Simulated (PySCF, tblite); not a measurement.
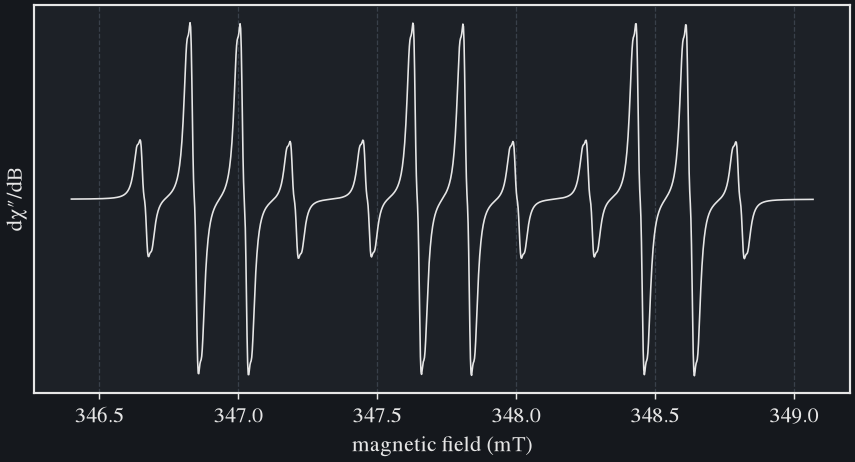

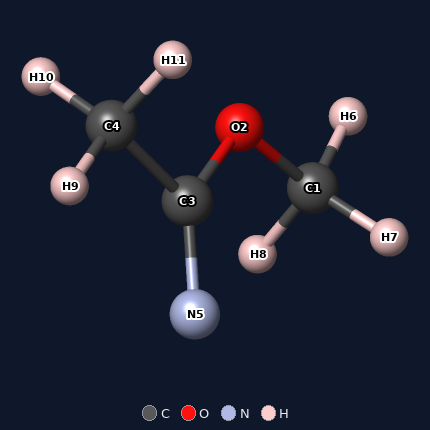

First-order isotropic EPR spectrum (fast tumbling, first derivative) of C₃H₆NO, SMILES COC(C)=[N], doublet at 9.75 GHz, Lorentzian lines of 0.03 mT full width at half height, from computed g and hyperfine couplings (B3LYP/pcH-1 in PySCF, at a GFN2-xTB geometry (a minimum by its frequencies), gas phase); values of one conformer, averaged over methyl-type rotors alone; other conformers aren't averaged in; no vibrational averaging; dilute isotopes left out. The SMILES is one Lewis form and needn't show where the spin sits.

**Which couplings does the calculation give? The spectrum shows the sizes of those above the line width, not their signs.**

```tsv
nuclei	isotope	a (mT)	a (MHz)
N5	¹⁴N	0.80	22.5
H9, H10, H11	¹H	0.18	5.0
H6, H7, H8	¹H	−0.02	−0.4
```

**What is the g value, and how wide is the spectrum?**

g_iso = 2.0033, which centres the spectrum at 347.7 mT; it spans 2.2 mT.

Caveats: the tight-binding geometry is rougher than a DFT one and adds to the error.
